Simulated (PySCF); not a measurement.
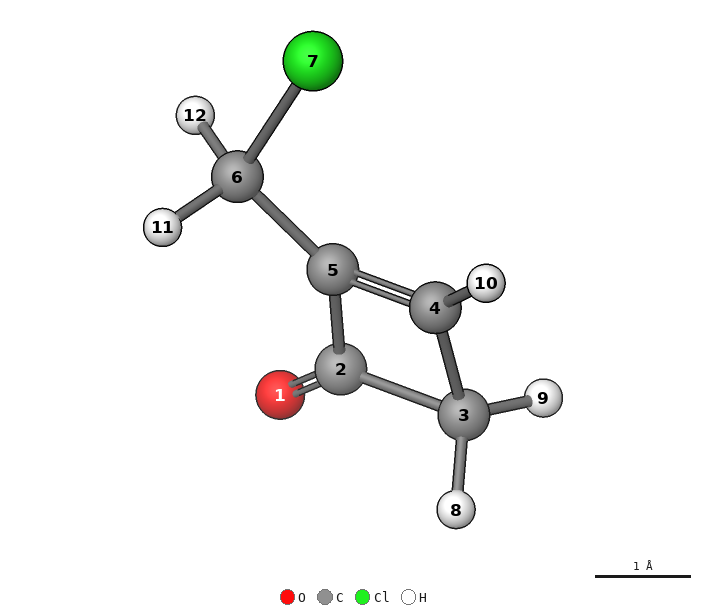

Orthographic view with a scale bar. Geometry: a frame of a GFN2-xTB molecular-dynamics simulation, not a minimum.

Give an XYZ file in the frame of the picture: x to the right, y up, z towards the viewer, origin at the mean of the atomic positions.

```xyz
12
C5H5ClO
O   -0.78  -1.07  -2.01
C   -0.14  -0.80  -1.06
C    1.17  -1.28  -0.40
C    0.86  -0.15   0.63
C   -0.22   0.26  -0.04
C   -1.24   1.24   0.38
Cl  -0.43   2.47   1.50
H    1.08  -2.29  -0.01
H    2.01  -1.10  -1.05
H    1.40   0.11   1.50
H   -2.03   0.71   0.94
H   -1.68   1.90  -0.39
```
